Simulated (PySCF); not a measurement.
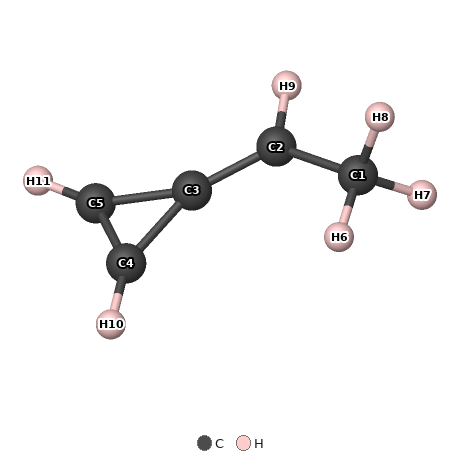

C₅H₆, SMILES CC=C1C=C1. Simulated ¹H spectrum at 600 MHz, line width 1.5 Hz, from GIAO shifts (PBE0/pcSseg-1, against TMS) and couplings (B3LYP/pcJ-1), PySCF 2.14.0, at a PBE0-D3(BJ)/def2-SVP geometry (no frequency check). Gas phase, values of one conformer, averaged over methyl-type rotors and exact or near symmetry; couplings among ¹H are treated exactly, other nuclei are left out. The spin-dipole term of J is left out for all pairs. The upper panels enlarge each group of lines, each scaled alone.

**Give the shifts and couplings that make up the spectrum.**

```csv
δ (ppm),nuclei,atoms
8.21,1,H10
8.09,1,H11
4.15,1,H9
1.75,3,"H6, H7, H8"
```


```tsv
pair	J (Hz)
H9 – H6/H7/H8	7.3
H10–H11	2.7
H11–H9	2.5
H10–H9	2.0
H10 – H6/H7/H8	−0.6
```

Not listed: couplings under 0.5 Hz, those between magnetically equivalent nuclei.

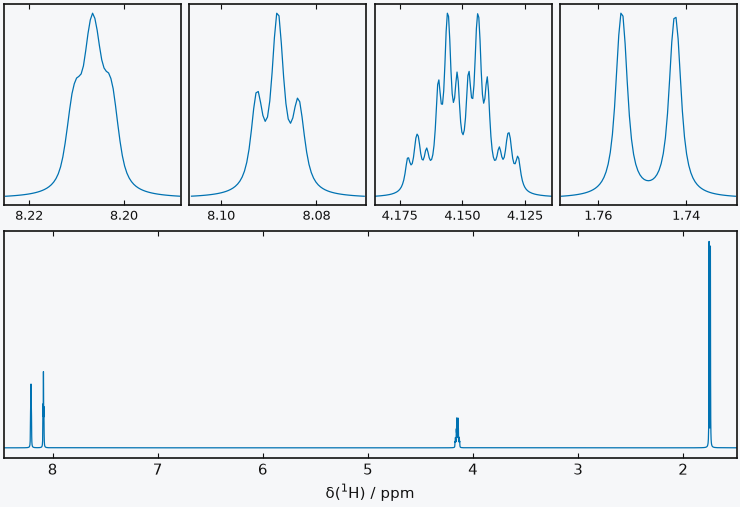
